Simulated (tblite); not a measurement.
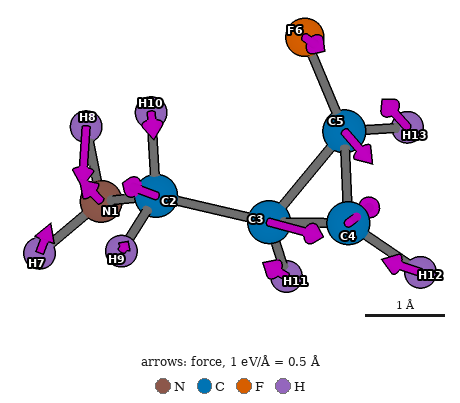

Starting geometry of C4H7FN (multiplicity 2) with the computed forces as purple arrows. A ball-and-stick model, seen at a tilt.

All numbers below come from GFN2-xTB geometry optimisation, gas phase in tblite 0.8.0. 

Is this structure relaxed? If not, where do the atoms go?

It isn't relaxed: the largest force vector, on C4, is 3.08 eV/Å. The final displacements have little in common with the starting forces (cosine between the two patterns 0.24). After 81 geometry steps the energy has fallen by 67.8 kJ/mol. The atom that moves furthest after the best rigid fit is H7 (0.84 Å). By element the largest moves are H 0.84 Å, F 0.45 Å, C 0.24 Å, N 0.09 Å. Near-neighbour distances that change, for instance: C3–C4 1.528 → 1.458 Å, C4–H12 1.112 → 1.065 Å, C5–H13 1.126 → 1.088 Å, N1–H8 1.049 → 1.015 Å. Among the angles between lasting bonds that change: C5–C4–H12 114.0° → 136.1°, C3–C4–H12 119.4° → 137.1°, F6–C5–H13 117.4° → 108.2°. Groups turn about N1–C2 by about 45°, C2–C3 by about 30°.
